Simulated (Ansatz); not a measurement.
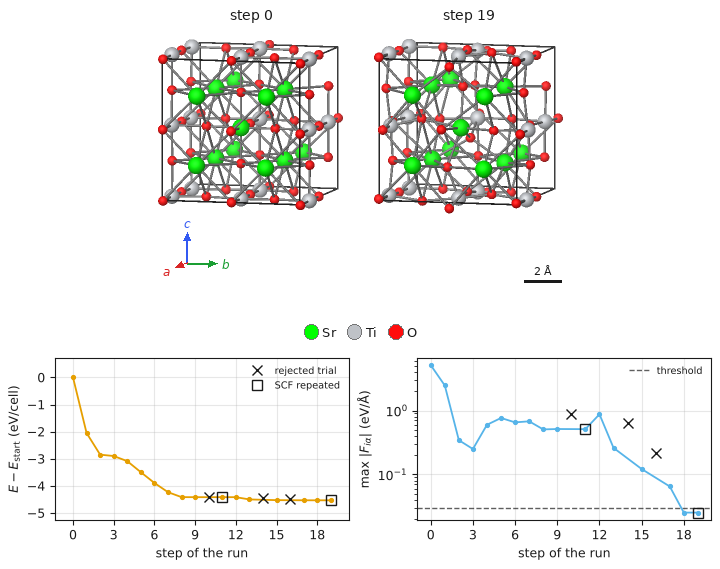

First and last geometry of a relaxation of a defect cell of composition Sr9Ti7O24 (cell charge +2), with the history of the run. Style: ball-and-stick. Shown: the cell of the calculation (origin shifted), from a free direction.

The atoms of the start lie slightly off their symmetric places, so part of the fall in energy undoes that.

Computed with Ansatz 0.2.0, DFT, PBEsol, PAW, plane waves. Set-up: plane-wave cutoff 420 eV; k-point mesh 1 × 1 × 1; mesh shifted by (0.25, 0.25, 0.25); collinear spin; atoms relaxed in a fixed cell; force threshold 0.03 eV/Å; at most 80 steps.

Question: Read the history and describe the run.

Answer: It converged. The largest move is that of an O atom, 0.88 Å roughly along [−1 0 −3]. By element the largest moves are O 0.88 Å, Sr 0.24 Å, Ti 0.13 Å. The lattice vectors keep their values. Among the contacts that change: O–Sr 2.715 → 3.576 Å, O–Sr 2.766 → 3.533 Å, O–Sr 2.742 → 3.450 Å, O–Sr 2.764 → 3.456 Å. Bonds break, among them: O–Sr (2.71 → 3.58 Å). Bond angles that change, for instance: Sr–O–Ti 178.2° → 131.7°, Sr–O–Ti 178.7° → 134.7°, Sr–O–Ti 176.9° → 141.4°. After 14 accepted moves (19 points after the start) the energy has fallen by 4.534 eV per cell of the calculation. The largest force component goes from 5.1 to 0.025 eV/Å. The line search rejected the trial steps at points 10, 14, 16 of the run. 2 steps only repeated the SCF at the same geometry.

Limits of the set-up: the periodic images lie only 7.8 Å apart, so the values are limited by the cell's size; the cell is charged, on a uniform background, and energies carry no finite-size correction.
